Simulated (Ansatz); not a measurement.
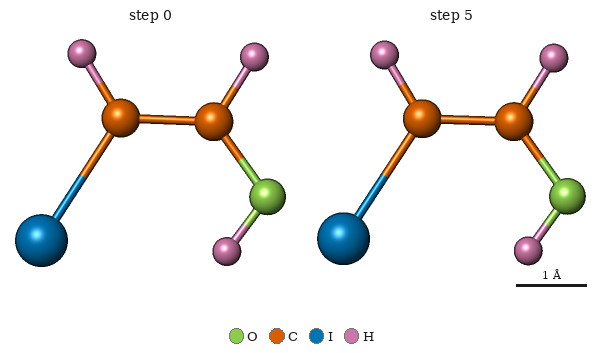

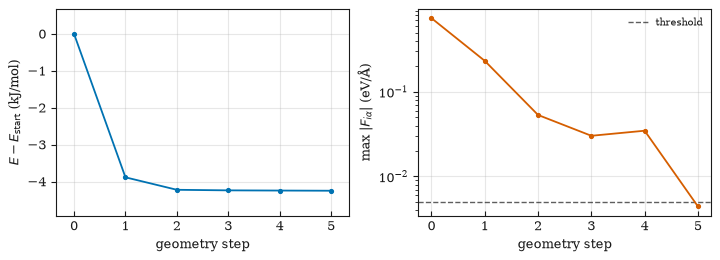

First and last geometry of a relaxation of C$_{2}$H$_{3}$IO, with the history of the run. A ball-and-stick model, seen at a tilt.

The start comes from PBE-D4/def2-SVP.

Theory: Ansatz, RKS PBE0-D4/def2-TZVP.

The input:
```yaml
crystal:
  periodic: [false, false, false]
  atoms:
    - {symbol: O, position_ang: [-0.754998, 1.333089, 0.145589]}
    - {symbol: C, position_ang: [0.334769, 0.558406, 0.277777]}
    - {symbol: C, position_ang: [0.480911, -0.737545, -0.071683]}
    - {symbol: I, position_ang: [-1.124586, -1.800238, -0.937889]}
    - {symbol: H, position_ang: [-1.466520, 0.783401, -0.258616]}
    - {symbol: H, position_ang: [1.183387, 1.098807, 0.731559]}
    - {symbol: H, position_ang: [1.408438, -1.303919, 0.067663]}
basis:
  gaussian: {orbitals: def2-TZVP}
hamiltonian: {xc: pbe0, dispersion: d4}
relax: {f_tol: 0.005, max_steps: 150}
```

> What do the curves and the structures tell?

It converged. The energy falls by 4.25 kJ/mol in 5 geometry steps. The largest force component goes from 0.74 to 0.0044 eV/Å. The largest moves after the best rigid fit, 0.031 Å, are those of I4 and H7. By element the largest moves are I 0.031 Å, H 0.031 Å, O 0.019 Å, C 0.014 Å. Among the contacts that change: C3–I4 2.111 → 2.075 Å, C2–C3 1.350 → 1.329 Å, C2–H6 1.104 → 1.085 Å, C3–H7 1.096 → 1.078 Å. The run took about 80 core-seconds on a shared host.
